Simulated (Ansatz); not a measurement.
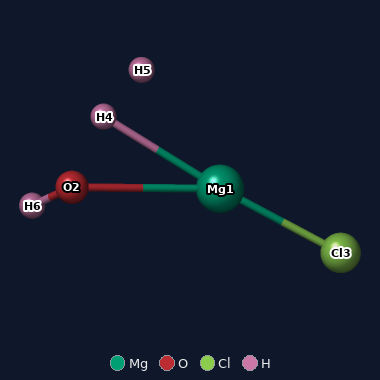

The system is the reacting system ClH₃MgO; the picture shows the reference structure. The first coordinate is: distance O2–H4 (bond that forms); the second: distance H4–H5 (bond that breaks). Relaxed at each point: all other coordinates. Grid: 13 × 13 points. Points are written as (first, second). Energies are in kcal/mol, from the lowest grid point. The reference is spin-restricted, so regions where a bond is pulled apart into radicals lie too high. Theory: RKS PBE0-D4/def2-SVP (Ansatz).

Its coordinates:

```xyz
6

Mg   -0.4998    0.1037   -1.0070
O     0.4506   -0.8440    1.0018
Cl   -1.8753    0.0663   -2.7153
H     0.8801    0.3147    0.6805
H     1.0952    1.1543    0.2136
H    -0.0508   -0.7950    1.8265
```

Range: distance O2–H4 (bond that forms) from 0.873 to 2.073 Å; distance H4–H5 (bond that breaks) from 0.666 to 2.466 Å.

Question: What landscape does the calculation give?

Answer: The lowest grid point is at (2.073 Å, 0.747 Å). It lies at the edge of the scanned range, so the true minimum may lie outside. The energy also falls towards the edge at (1.001 Å, 2.466 Å) (0.8 kcal/mol above the lowest), where a further well may lie outside the range. The highest grid point, (0.873 Å, 0.666 Å), lies 113 kcal/mol above the lowest. On the interpolated surface the lowest path from the side where the first distance is long, about (2.07 Å, 0.77 Å), to the side where the second distance is long, about (0.97 Å, 2.47 Å), has its top at about (1.21 Å, 1.07 Å), about 12 kcal/mol above the start and 11 kcal/mol above the end.

```tsv
second ↓, first →	0.873	0.927	1.001	1.085	1.177	1.275	1.378	1.485	1.596	1.711	1.828	1.949	2.073
2.466	7	1	1	6	17	30	44	58	71	82	92	100	106
2.280	8	2	1	7	17	29	43	56	68	79	88	95	101
2.099	9	3	2	7	17	29	41	54	65	75	83	89	94
1.922	10	4	3	7	16	27	39	50	60	69	76	82	86
1.750	12	6	4	7	15	25	36	45	54	62	68	72	76
1.584	15	8	5	8	14	22	31	39	47	53	58	62	65
1.423	18	10	7	8	13	19	26	32	38	43	46	49	51
1.269	24	15	9	9	12	16	20	25	28	31	34	36	37
1.122	32	22	14	11	11	13	15	17	18	20	21	22	23
0.984	44	32	22	16	13	11	10	10	10	10	10	10	10
0.858	62	48	35	25	18	13	9	7	5	4	3	2	2
0.747	87	70	53	40	29	21	14	9	6	3	2	1	0
0.666	113	94	74	57	44	33	24	18	13	10	8	6	5
```

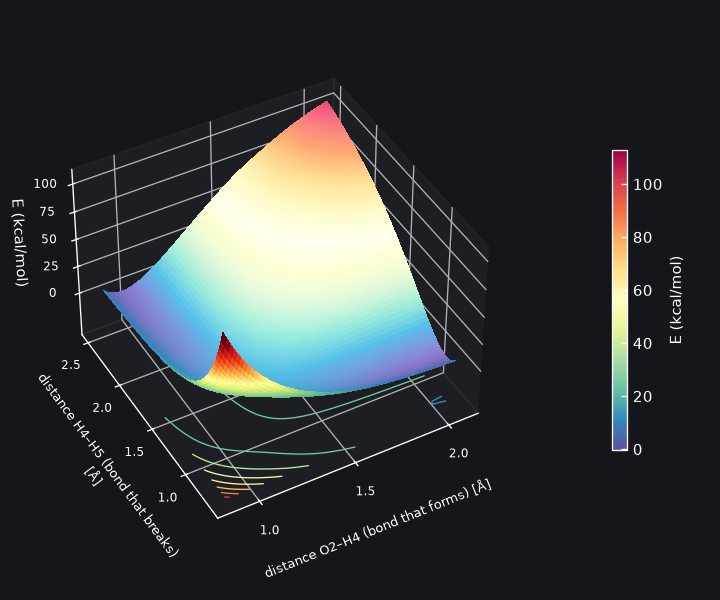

The picture shows a relief with its contours projected below, any walls above the top of the colour scale cut off. Between grid points the surface is interpolated.

Each point was launched as `ansatz run input.yaml --threads 1 --pin off --max-ram 2560MiB --backend cpu --events-out ev --progress --plain --runs-dir out`. The whole map (169 points run) took 16 min on 1 thread of Intel(R) Xeon(R) 6975P-C (Granite Rapids) (shared host).
